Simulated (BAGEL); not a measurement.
# Si2H5O (SMILES [SiH2]O[SiH3]): ROHF/6-31G(d) (density fitting with qzvpp-jkfit, spherical functions)

What is the vertical doublet–quartet gap of Si2H5O at ROHF/6-31G* (density fitting with qzvpp-jkfit, spherical functions)? 

Program for the calculation: BAGEL 1.2.2.

2 further runs of the same task are left out: 2 set aside as unsound or not needed. Runs told in other sessions of the task aren't counted.

**1. The molecule**

Si2H5O has 8 atoms, charge 0, and is taken as a doublet. As SMILES, `[SiH2]O[SiH3]`. The shape is that of a PBE0-D4/def2-TZVP optimisation. This is one conformer, not always the lowest.

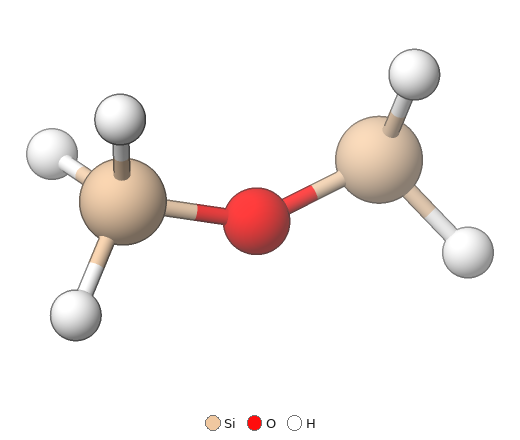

The structure, seen from a chosen angle (silicon light orange, oxygen red, hydrogen white).

**2. A single-point energy at ROHF/6-31G(d) (density fitting with qzvpp-jkfit, spherical functions)**

Contents of job.json:

```json
{ "bagel" : [

{
  "title" : "molecule",
  "basis" : "6-31gs.json",
  "df_basis" : "qzvpp-jkfit",
  "angstrom" : true,
  "geometry" : [
    { "atom" : "Si", "xyz" : [      -1.281200,       0.933000,      -0.865900 ] },
    { "atom" : "O", "xyz" : [      -0.352300,      -0.279200,      -0.276900 ] },
    { "atom" : "Si", "xyz" : [       0.765000,      -0.723000,       0.835900 ] },
    { "atom" : "H", "xyz" : [      -1.902800,       0.458100,      -2.133600 ] },
    { "atom" : "H", "xyz" : [      -0.440600,       2.142000,      -1.118700 ] },
    { "atom" : "H", "xyz" : [       1.291900,      -2.054600,       0.453100 ] },
    { "atom" : "H", "xyz" : [       0.138100,      -0.799300,       2.180400 ] },
    { "atom" : "H", "xyz" : [       1.874100,       0.266000,       0.869800 ] }
  ]
},

{ "title" : "rohf", "nopen" : 1 },

{ "title" : "print", "file" : "orbitals.molden", "orbitals" : true }

]}
```

The basis set 6-31G* is read from a file made from the Basis Set Exchange's data (not shown).

Started as:

```sh
$ BAGEL_NUM_THREADS=1 BAGEL job.json > job.out
```

What it wrote:

```text
* using 1 threads per process

  ===============================================================
  ===============================================================

  *** Geometry ***

  { "atom" : "Si", "xyz" : [     -2.421117,      1.763114,     -1.636314 ] },
  { "atom" : "O", "xyz" : [     -0.665751,     -0.527612,     -0.523265 ] },
  { "atom" : "Si", "xyz" : [      1.445640,     -1.366272,      1.579622 ] },
  { "atom" : "H", "xyz" : [     -3.595771,      0.865684,     -4.031920 ] },
  { "atom" : "H", "xyz" : [     -0.832613,      4.047793,     -2.114037 ] },
  { "atom" : "H", "xyz" : [      2.441337,     -3.882631,      0.856235 ] },
  { "atom" : "H", "xyz" : [      0.260971,     -1.510458,      4.120359 ] },
  { "atom" : "H", "xyz" : [      3.541536,      0.502667,      1.643684 ] },

  Number of auxiliary basis functions:      423

  Since a DF basis is specified, we compute 2- and 3-index integrals:
    o Being stored without compression. Storage requirement is 0.012 GB

  Number of basis functions:       60
  Number of electrons      :       41

    * METHOD: MOLECULE                             0.13

  *** Open-shell HF ***

  === Nuclear Repulsion ===
   149.8189187171

      * DIIS with orbital gradients will be used.

  === ROHF iteration (6-31gs.json) ===
      0       -655.45112153          0.04727300           0.06
      1       -655.54971305          0.03540733           0.05
      2       -655.59151610          0.02425410           0.05
      3       -655.63034159          0.00129943           0.05
      4       -655.63074549          0.00031907           0.05
      5       -655.63084234          0.00010396           0.05
      6       -655.63086408          0.00001976           0.05
      7       -655.63087389          0.00000775           0.05
      8       -655.63087467          0.00000281           0.05
      9       -655.63087489          0.00000085           0.05
     10       -655.63087492          0.00000031           0.05
     11       -655.63087490          0.00000013           0.05
     12       -655.63087490          0.00000005           0.05
     13       -655.63087490          0.00000001           0.05
     14       -655.63087489          0.00000000           0.05
    * SCF iteration converged.

    * S^2 (ROHF) is 0.7500

    * Permanent dipole moment:
           (    0.013722,    -0.165207,    -0.180389) a.u.

    * METHOD: ROHF                                 0.89

    * METHOD: PRINT                                0.01

  ===============================================================
```

Run time: 1.2 s. Hardware: 1 thread of Arm Neoverse V2, shared host.

**3. The quartet**

Contents of input.json:

```json
{ "bagel" : [

{
  "title" : "molecule",
  "basis" : "6-31gs.json",
  "df_basis" : "qzvpp-jkfit",
  "angstrom" : true,
  "geometry" : [
    { "atom" : "Si", "xyz" : [      -1.281200,       0.933000,      -0.865900 ] },
    { "atom" : "O", "xyz" : [      -0.352300,      -0.279200,      -0.276900 ] },
    { "atom" : "Si", "xyz" : [       0.765000,      -0.723000,       0.835900 ] },
    { "atom" : "H", "xyz" : [      -1.902800,       0.458100,      -2.133600 ] },
    { "atom" : "H", "xyz" : [      -0.440600,       2.142000,      -1.118700 ] },
    { "atom" : "H", "xyz" : [       1.291900,      -2.054600,       0.453100 ] },
    { "atom" : "H", "xyz" : [       0.138100,      -0.799300,       2.180400 ] },
    { "atom" : "H", "xyz" : [       1.874100,       0.266000,       0.869800 ] }
  ]
},

{ "title" : "rohf", "nopen" : 3 },

{ "title" : "print", "file" : "orbitals.molden", "orbitals" : true }

]}
```

The basis set 6-31G* is read from a file made from the Basis Set Exchange's data (not shown).

Started as:

```sh
$ BAGEL_NUM_THREADS=1 BAGEL input.json > input.out
```

What it wrote:

```text
* using 1 threads per process

  ===============================================================
  ===============================================================

  *** Geometry ***

  { "atom" : "Si", "xyz" : [     -2.421117,      1.763114,     -1.636314 ] },
  { "atom" : "O", "xyz" : [     -0.665751,     -0.527612,     -0.523265 ] },
  { "atom" : "Si", "xyz" : [      1.445640,     -1.366272,      1.579622 ] },
  { "atom" : "H", "xyz" : [     -3.595771,      0.865684,     -4.031920 ] },
  { "atom" : "H", "xyz" : [     -0.832613,      4.047793,     -2.114037 ] },
  { "atom" : "H", "xyz" : [      2.441337,     -3.882631,      0.856235 ] },
  { "atom" : "H", "xyz" : [      0.260971,     -1.510458,      4.120359 ] },
  { "atom" : "H", "xyz" : [      3.541536,      0.502667,      1.643684 ] },

  Number of auxiliary basis functions:      423

  Since a DF basis is specified, we compute 2- and 3-index integrals:
    o Being stored without compression. Storage requirement is 0.012 GB

  Number of basis functions:       60
  Number of electrons      :       41

    * METHOD: MOLECULE                             0.13

  *** Open-shell HF ***

  === Nuclear Repulsion ===
   149.8189187171

      * DIIS with orbital gradients will be used.

  === ROHF iteration (6-31gs.json) ===
      0       -655.08017449          0.04773146           0.05
      1       -655.11727179          0.05110296           0.05
      2       -655.14695659          0.04490013           0.05
      3       -655.30839804          0.00475693           0.05
      4       -655.31672336          0.00346113           0.05
      5       -655.32670894          0.00279924           0.05
      6       -655.33376540          0.00188128           0.05
      7       -655.33741829          0.00136843           0.05
      8       -655.33836134          0.00144616           0.05
      9       -655.33993118          0.00036612           0.05
[... 32 lines of this table left out ...]
     42       -655.34117193          0.00000002           0.06
     43       -655.34117193          0.00000001           0.06
     44       -655.34117193          0.00000001           0.06
     45       -655.34117193          0.00000001           0.06
    * SCF iteration converged.

    * S^2 (ROHF) is 3.7500

    * Permanent dipole moment:
           (   -0.471849,     0.463707,    -0.286469) a.u.

    * METHOD: ROHF                                 2.58

    * METHOD: PRINT                                0.01

  ===============================================================
```

It took 2.9 s on 1 thread of Arm Neoverse V2, shared host.

**4. Outcome**

Level: ROHF/6-31G* (density fitting with qzvpp-jkfit, spherical functions).

| quantity | value |
| --- | --- |
| doublet: total energy | -655.63087 Eh |
| doublet: dipole moment | 0.62 D |
| doublet: ⟨S²⟩ | 0.750 |
| quartet: total energy | -655.34117 Eh |
| quartet: dipole moment | 1.83 D |
| quartet: ⟨S²⟩ | 3.750 |
| vertical energy of the quartet above the doublet | 7.883 eV |

What this shows: At this shape the quartet lies 7.88 eV (761 kJ/mol) above the doublet.
